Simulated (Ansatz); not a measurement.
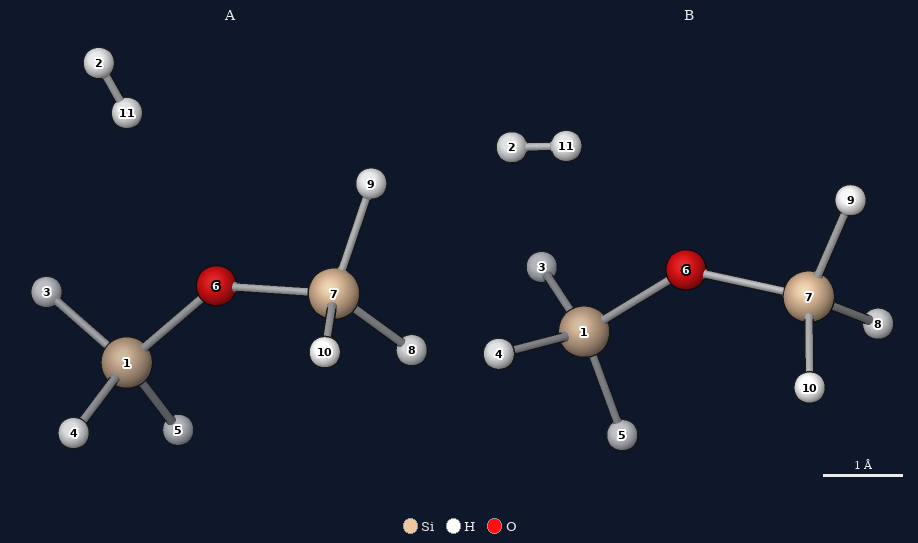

Two geometries of Si2H8O, drawn at one scale. One is the start of a relaxation, the other its converged end. Style: ball-and-stick. Shown from a free direction.

These are results of RKS PBE/def2-SVP in Ansatz 0.2.0, not measurements. Set-up: no spin polarisation; force threshold 0.03 eV/Å; at most 50 steps.

Which geometry has the lower energy?

Answer. Structure A is the relaxed one. The run prepares an end point of a later path (reaction) calculation, from a guessed geometry. H2 moves most after the best rigid fit: 1.36 Å. Largest moves by element: H 1.36 Å, Si 0.46 Å, O 0.32 Å. Near-neighbour distances that change, for instance: H2–H11 0.721 → 0.770 Å, Si1–H4 1.502 → 1.507 Å. Among the angles between lasting bonds that change: H3–Si1–O6 110.3° → 107.7°. Groups turn about Si1–O6 by about 40°. Over 22 accepted moves (25 points after the start) the energy falls by 4.14 kcal/mol. Largest force component: 1.7 eV/Å at the start, 0.022 eV/Å at the end. The line search rejected the trial steps at points 4, 14, 22 of the run. The forces were under the threshold at step 13, but the run went on from there. The run took 28 s on 2 threads of Arm Neoverse V2 (shared host), peak memory 0.12 GiB.

Limits of the set-up: the start holds two separate molecules, 2.2 Å apart at their closest, whose relative position is a soft coordinate and is computed without a dispersion correction.
